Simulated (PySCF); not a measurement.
W(F)5, F₅W, SMILES [W]([F])([F])([F])([F])[F], doublet, B3LYP/def2-SVP optimised geometry. Atoms within 1.6 Å of the plane z = 0.0 Å (x, y, z in Å): W1 (0.00, -0.92, 0.00), F2 (-1.90, -0.93, 0.02), F3 (1.90, -0.92, 0.00), F5 (0.00, 0.93, 0.00), F6 (0.01, -1.97, 1.50).

Level of theory: unrestricted B3LYP/def2-TZVP, def2 effective core potentials past Kr run with PySCF. The core electrons that the potentials of W replace are not part of the density. Cells within 0.4 Å of a nucleus heavier than hydrogen are left out (blank, or x).

Map of the electrostatic potential (hartree/e), clipped to [-0.08, 0.12] on the plane z = 0.0 Å:

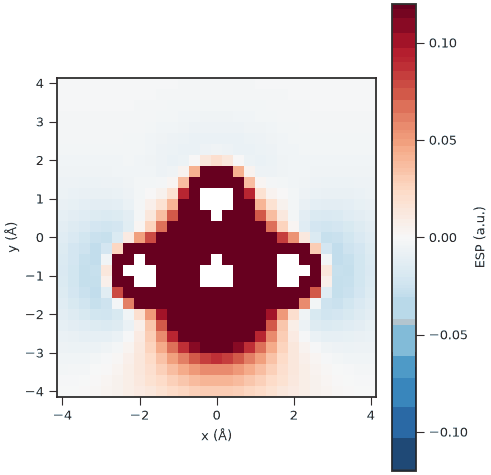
Fig. 1. Electrostatic potential (hartree/e), clipped to [-0.08, 0.12] on the plane z = 0.0 Å.
